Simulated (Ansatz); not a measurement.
System: C3H3 (SMILES c1c[cH+]1) (charge +1).

```xyz
6

C     0.1660    0.7345    0.5735
C     0.9624   -0.3412    0.3114
C    -0.2920   -0.5277    0.8131
H    -1.0848   -1.1988    1.1563
H     1.9123   -0.7527   -0.0424
H     0.0091    1.8171    0.5839
```

Geometry: PBE0-D3(BJ)/def2-SVP.

Computed with isolated molecule in a Gaussian basis; Kohn-Sham density functional theory, functional PBE0 (Ansatz 0.2.0).

**What will maps of the electron density and electron localisation function show?**

C–C (1.36 Å): the density is about 2.1 e/Å³ at the midpoint; the ELF peaks at about 0.85 between the atoms (localised, covalent bonding).
C–H (1.09 Å): the density is about 2.1 e/Å³ at the midpoint; the ELF climbs to about 1 towards the hydrogen, as it does in any bond to H: an ordinary covalent bond to hydrogen.

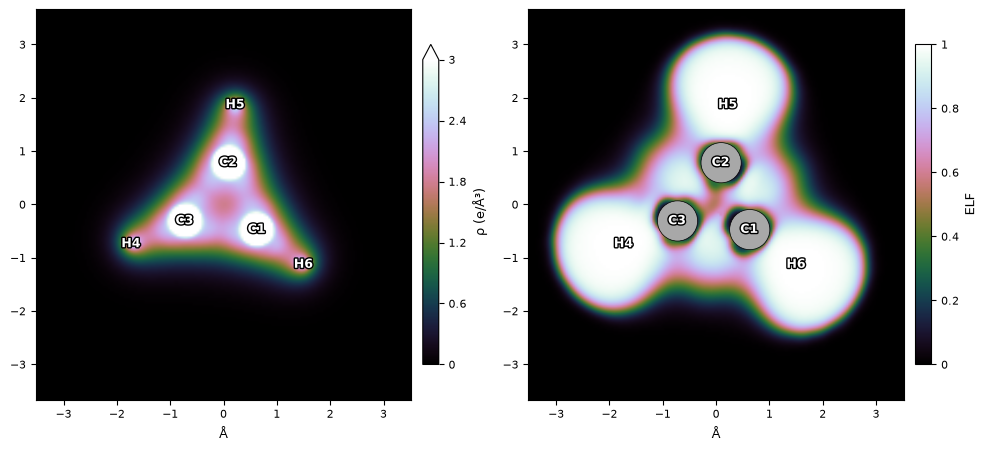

Computed electron density and electron localisation function on the molecular plane, in this order. Grey discs cover the atomic cores in the ELF map. 
